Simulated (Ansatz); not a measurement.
FGa$_{2}$H$_{3}$O

The calculation's input:

```
crystal:
  periodic: [false, false, false]
  atoms:
    - {symbol: F, position_ang: [-2.119169, 0.950246, -1.089052]}
    - {symbol: Ga, position_ang: [-1.223162, 1.143384, 0.411708]}
    - {symbol: Ga, position_ang: [0.601875, -1.469493, -0.317035]}
    - {symbol: O, position_ang: [0.163276, 0.061537, 0.505141]}
    - {symbol: H, position_ang: [-1.649910, 2.201307, 1.442224]}
    - {symbol: H, position_ang: [-0.562176, -2.457466, -0.631884]}
    - {symbol: H, position_ang: [2.130103, -1.643345, -0.549641]}
basis:
  gaussian: {orbitals: def2-TZVPD}
hamiltonian: {xc: pbe0}
output: {forces: true, orbitals: {seedname: orbitals}}
magnetization: {spin_polarized: false}
total_charge: 0
```

Run with:

```sh
ansatz run input.yaml --threads 2 --pin off --max-ram 4350MiB --events-out events.jsonl --progress --plain --runs-dir runs
```

Geometry: r2SCAN-D4/def2-SVP.

Method: isolated molecule in a Gaussian basis; Kohn-Sham density functional theory, functional PBE0 (Ansatz).

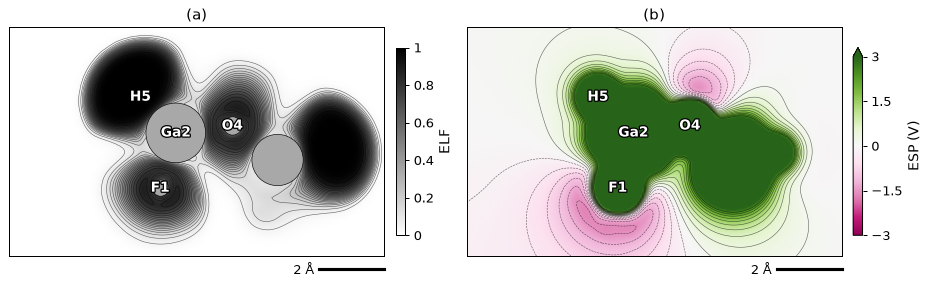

Figure 1. (a) electron localisation function; (b) molecular electrostatic potential on the plane of atoms F1, Ga2 and O4. Grey discs cover the atomic cores in the ELF map.

### Interpret the plot.

The plane passes through F, Ga, O and H nuclei.
Ga–F (1.76 Å): the ELF peaks at about 0.80 in the valence shell of F, 0.5 Å from its nucleus, and is about 0.20 at the midpoint.
Ga–O (1.76 Å): the ELF peaks at about 0.85 in the valence shell of O, 0.6 Å from its nucleus, and is about 0.25 at the midpoint.
Ga–H (1.54 Å): the ELF climbs to about 1 towards the hydrogen.
The ELF also peaks beside F1 and O4, away from the bonds: lone-pair regions.
Outside the dense part of the molecule the potential is most negative (−1.7 V) near F1.

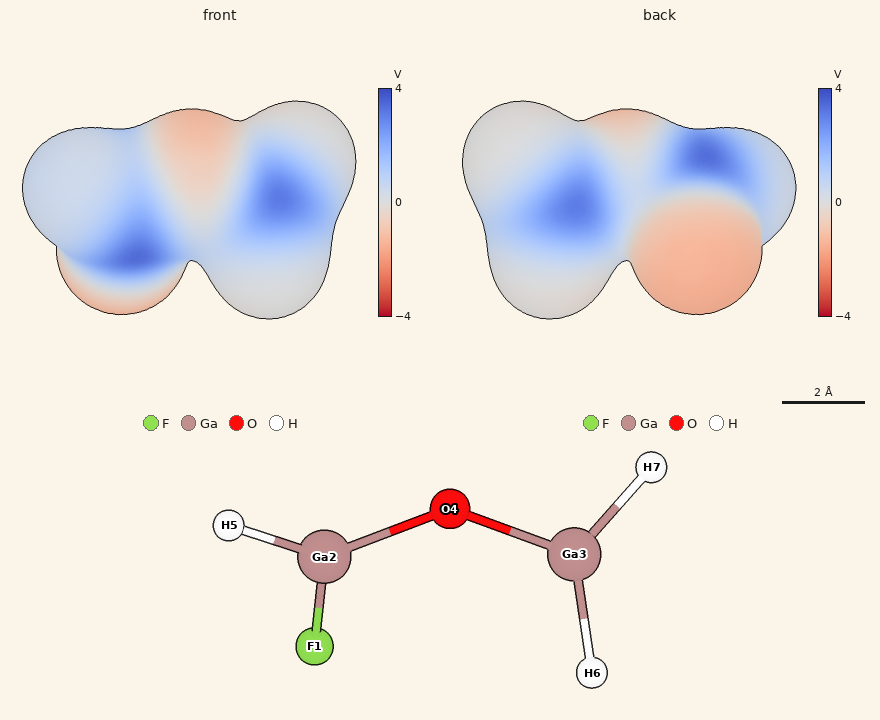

Figure 2. The electrostatic potential painted on the density surface at 0.002 e/bohr³, seen from the front and from behind; the colour scale runs from red (negative) to blue (positive). The bare structure is drawn below in the same view.

### Describe the electrostatic potential map.

The most negative region (about −1.5 V) lies over F1, the most positive (about +3.2 V) over Ga2.

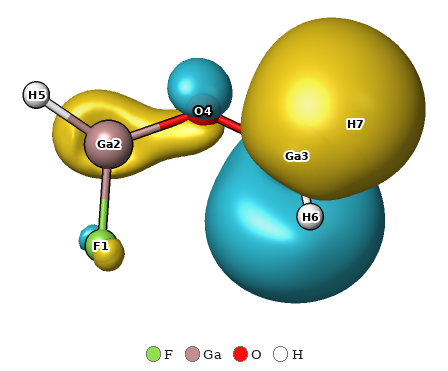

Figure 3. The LUMO at ±0.08 Å⁻³ᐟ² (yellow and cyan are the two phases), seen at a tilt.

### Where does this orbital lie, and at what energy?

Its weight (Hirshfeld) is mainly on Ga3 (about 75 %) and Ga2 (about 10 %). Its energy is −1.34 eV.

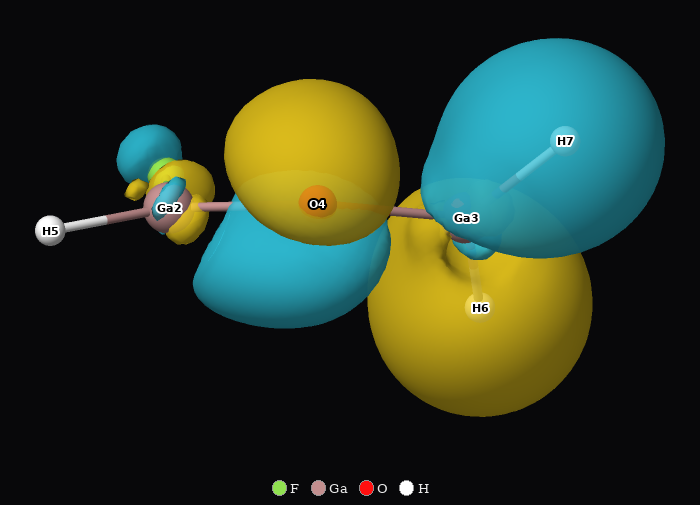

Figure 4. One frontier orbital at ±0.08 Å⁻³ᐟ² (yellow and cyan are the two phases), seen from one side.

### Which orbital is it: HOMO or LUMO?

The HOMO, at −8.29 eV. By Hirshfeld shares it lies mainly on O4 (about 35 %), Ga3 (about 25 %), H6 (about 20 %) and H7 (about 15 %).
